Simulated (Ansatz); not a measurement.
# ZnGaP: what the fields show

Input file:

```
crystal:
  lattice:
    - [4.01594, 0.0, 0.0]
    - [-2.00797, 3.47791, 0.0]
    - [0.0, 0.0, 4.4042]
  atoms:
    - { symbol: Zn, position: [0.0, 0.0, 0.5] }
    - { symbol: Ga, position: [0.66667, 0.33333, 0.0] }
    - { symbol: P, position: [0.33333, 0.66667, 0.5] }
hamiltonian:
  xc: { exchange: pbe, correlation: pbe, exx: { coeff: 0.25, omega: 0.2 } }
  pseudopotentials: { kind: paw }
kpoints:
  mp_grid: { grid: [4, 4, 3] }
scf:
  occupations: { method: fermi_dirac, width: 0.05 }
output:
  forces: true
  stress: true
  eigenvalues: true
  write_density: true
  write_potential: true
  elf: true
  volumetric_format: npy
```

Below, planes, directions and counts refer to the conventional cell (a = 4.02 Å, b = 4.02 Å, c = 4.40 Å, α = 90.00°, β = 90.00°, γ = 120.00°).

Space group P-6m2; a generated structure, not necessarily the stable one.

Level of theory: Kohn-Sham DFT of a periodic cell, HSE06 form with a typed share of exact exchange, Ansatz PAW (Ansatz).

In a PAW calculation such maps are meaningful between the atoms, not at the nuclei.

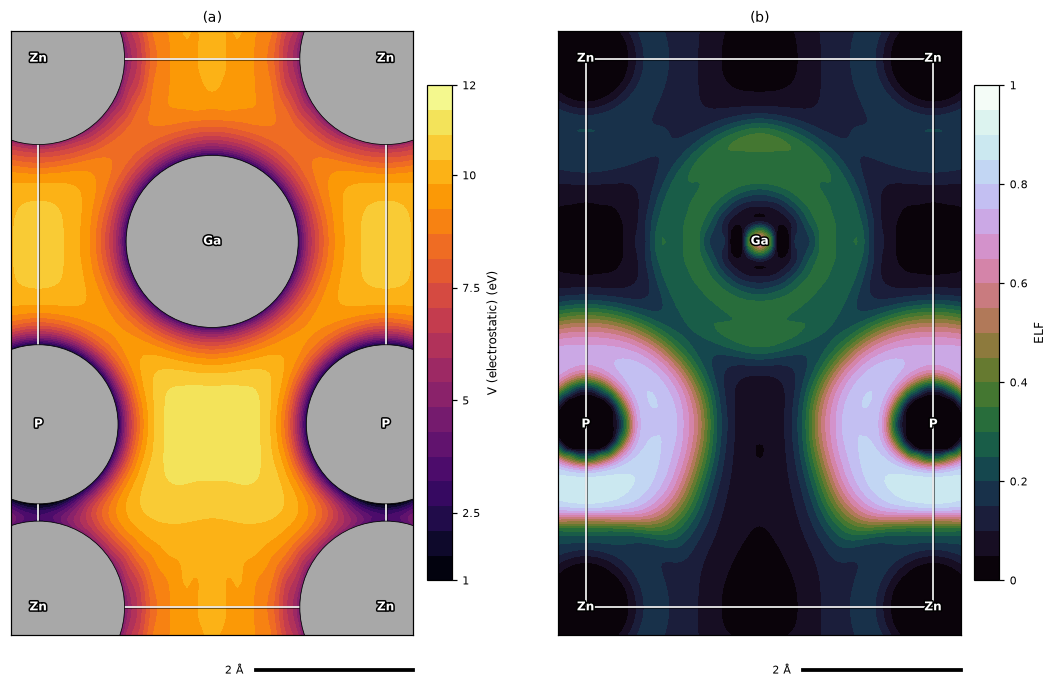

Figure 1. (a) electrostatic potential energy of an electron; (b) electron localisation function on the (110) plane of the conventional cell. Grey discs cover the atomic cores in the potential map.

Question: What do the fields say about this system?

Answer:
- Atoms in the plane: Zn, Ga and P.
- Zn–P (2.32 Å): the ELF peaks at about 0.90 in the valence shell of P, 0.9 Å from its nucleus, and is about 0.65 at the midpoint.
- Ga–P (3.20 Å): the ELF peaks at about 0.80 in the valence shell of P, 0.9 Å from its nucleus, and drops to about 0.25 between the two atoms.
- The features right at Ga lie inside the PAW spheres, where the map follows smoothed inner orbitals and isn't to be read closely.
- Outside the cores the potential energy rises away from the atoms and is highest about 2.2 Å from the nearest atoms; its zero is arbitrary.

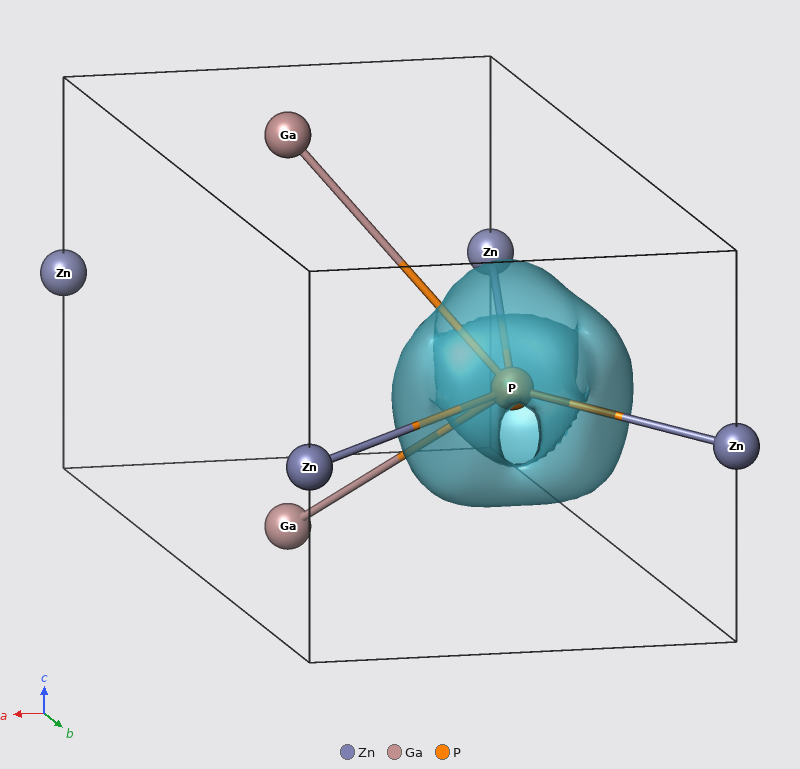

Figure 2. Isosurface of the electron localisation function at 0.75 (cyan), seen at an oblique angle. Core shells and regions of very low density are left out. Sticks mark near contacts.

Question: What do the ELF domains correspond to?

Answer: The surface consists of one region wrapped around P (its valence shell), counted in one cell of 3 atoms. Any copies at cell faces, edges or corners count once.
